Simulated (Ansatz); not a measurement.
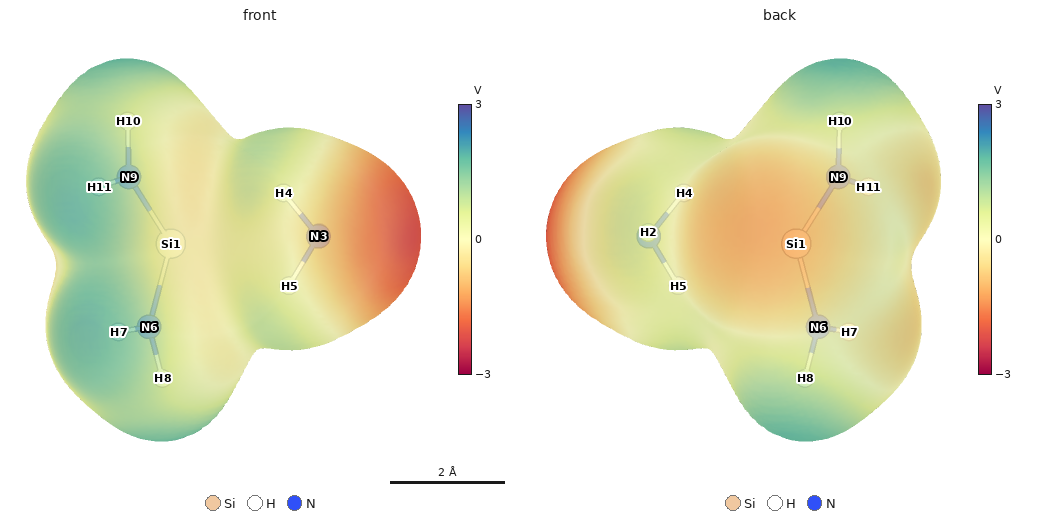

The picture shows: H$_{4}$N$_{2}$Si···NH$_{3}$. The molecular electrostatic potential painted on the density surface at 0.002 e/bohr³, seen from the front and from behind; red is negative and blue positive.

Not at a stationary point (largest force 0.5 eV/Å).

Computed with Ansatz 0.2.0, RKS PBE-D4/6-31G*.

Input

```
crystal:
  periodic: [false, false, false]
  atoms:
    - { symbol: Si, position_ang: [0.0, 0.0, 0.0] }
    - { symbol: H, position_ang: [0.8198, 0.0, 1.4434] }
    - { symbol: "N", position_ang: [1.9526, 0.0, 0.5176] }
    - { symbol: H, position_ang: [2.4509, -0.918, 0.3369] }
    - { symbol: H, position_ang: [2.4539, 0.918, 0.3453] }
    - { symbol: "N", position_ang: [-0.8572, 1.4851, -0.6061] }
    - { symbol: H, position_ang: [-1.8773, 1.43, -0.8888] }
    - { symbol: H, position_ang: [-0.3367, 2.4058, -0.6766] }
    - { symbol: "N", position_ang: [-0.8572, -1.4851, -0.6061] }
    - { symbol: H, position_ang: [-1.3922, -2.1014, 0.0704] }
    - { symbol: H, position_ang: [-0.8219, -1.7344, -1.6357] }
basis:
  gaussian: { orbitals: "6-31G*" }
hamiltonian:
  xc: pbe
  dispersion: d4
relax:
  f_tol: 0.15
  max_steps: 25
  restrain:
    - { distance: [1, 2], at: 1.06, k: 30.0 }
    - { distance: [0, 1], at: 2.66, k: 30.0 }
    - { distance: [0, 2], at: 3.02, k: 30.0 }
output:
  orbitals: {}
```

Command:

```sh
ansatz run input.yaml --threads 1 --pin off --max-ram 2048MiB --backend cpu --events-out ev --progress --plain --runs-dir out
```

The fields are those of the run's last geometry, not of the input's.

Q: Which sites attract a positive test charge, and which a negative one?

A: A positive charge is drawn to the negative regions and a negative charge to the positive ones. The most negative region (about −2.2 V) lies over N3, the most positive (about +1.9 V) over H7 and H11. N3 is the likeliest acceptor of a hydrogen bond.
